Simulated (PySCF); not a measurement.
**What a change does: single-point calculation on AlHS**

System: AlHS.
Method of the first run: RKS PBE-D4/def2-TZVPP, density fitting (PySCF 2.14.0).

The geometry comes from this level: PBE0-D4/def2-TZVP. Text and figures count atoms from 1; the logs count them from 0 in places.

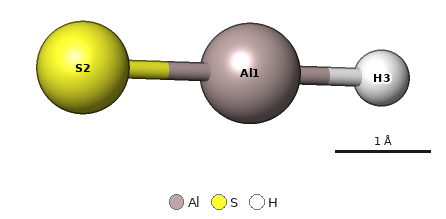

Figure 1. The input geometry (ball-and-stick view, seen at a tilt; atoms are numbered from 1 in the order of the input). Sticks mark near contacts.

**Input file, the first run**
```python
import json, numpy as np
from pyscf import gto, scf, dft, mp, cc
EV, BOHR = 27.211386245988, 0.529177210903
mol = gto.M(atom="""
Al -0.821033 0.316806 0.625880
S -1.647566 1.387176 -0.845699
H -0.172361 -0.523163 1.781622
""", basis="def2-tzvpp", charge=0, spin=0, max_memory=8670, verbose=0)
def mean_field(mol, dm=None):
    mf = dft.RKS(mol, xc="pbe").density_fit()
    mf.conv_tol = 1e-9; mf.grids.level = 4
    mf.kernel(dm0=dm)
    if not mf.converged: mf = mf.newton().run(mf.mo_coeff, mf.mo_occ)
    assert mf.converged
    return mf
def d4(mol):
    from pyscf.dispersion.dftd4 import DFTD4Dispersion
    real = gto.M(atom=[(mol.atom_pure_symbol(i), mol.atom_coord(i)) for i in range(3)], unit='B', charge=mol.charge, spin=None, basis='def2-svp', verbose=0)
    r = DFTD4Dispersion(real, xc="pbe", atm=True).get_dispersion(grad=True); return r["energy"], r["gradient"]
def energy_and_gradient(mol, dm=None):
    mf = mean_field(mol, dm); e, g = d4(mol)
    return mf, (mf.e_tot + e) * EV, (mf.nuc_grad_method().kernel()[:3] + g) * EV / BOHR
out = {}
mf = mean_field(mol); e = d4(mol)[0]
out.update(energy=(mf.e_tot + e) * EV, converged=True, dispersion=e * EV)
out['s2'] = mf.spin_square()[0]; out['nelec'] = mol.nelec
print(f"Total energy {out['energy']:.6f} eV, <S^2> {out['s2']:.4f}")
json.dump(out, open("out.json", "w"), default=float)
```

Launched with:
```bash
OMP_NUM_THREADS=4 python run.py
```

Hardware: 4 threads of Arm Neoverse V2, 23 GiB of memory available, shared host.

**Output (the first run)**
```
Total energy -17441.090277 eV, <S^2> 0.0000
```

For the second run the input was changed thus:
```diff
-    mf = dft.RKS(mol, xc="pbe").density_fit()
+    mf = dft.RKS(mol, xc="pbe0").density_fit()
-    r = DFTD4Dispersion(real, xc="pbe", atm=True).get_dispersion(grad=True); return r["energy"], r["gradient"]
+    r = DFTD4Dispersion(real, xc="pbe0", atm=True).get_dispersion(grad=True); return r["energy"], r["gradient"]
```

How does the second run compare with the first run?

The total energies belong to different models, so their difference says nothing on which is more stable or more accurate. The functional changes from PBE to PBE0.

**Output (the second run)**
```
Total energy -17442.486268 eV, <S^2> 0.0000
```

**The two runs side by side**

| quantity | the first run | the second run |
| --- | --- | --- |
| outcome | converged | converged |
| total energy (hartree) | −640.948246 | −640.999547 |
| basis functions | 98 | 98 |
| wall time (shared host) | 2.3 s | 1.9 s |
